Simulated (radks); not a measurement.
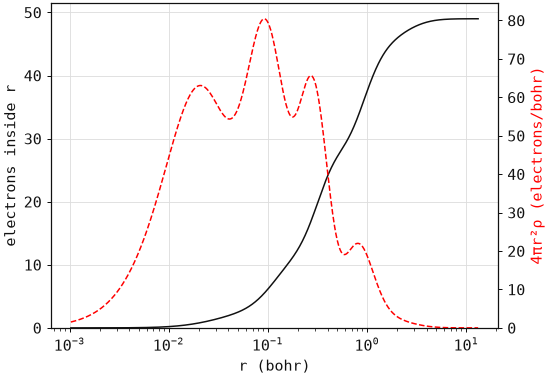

System: the neutral indium atom, configuration [Kr] 4d10 5s2 5p1 (high spin). All numbers are computed, not measured: scalar-relativistic Kohn-Sham, RPBE, spin-polarised, spherical densities, point nucleus (the in-house radial solver radks).

```
Z 49
configuration [Kr] 4d10 5s2 5p1 6s0 4f0
relativity scalar-relativistic
functional rpbe,pbe
spin polarised
nucleus point
c 137.035999084
```

The plot shows the number of electrons inside radius r (solid) and the radial density 4πr²ρ (dashed).

**What does the plot show?**

The count levels off at 49 electrons. Half of them lie within 0.412 bohr, 90 % within 1.58 bohr and 99 % within 4.13 bohr. The radial density has minima at 0.0411, 0.178 and 0.594 bohr, where the count stands at 2.0, 11.2 and 29.0; these part the shells that the density resolves.
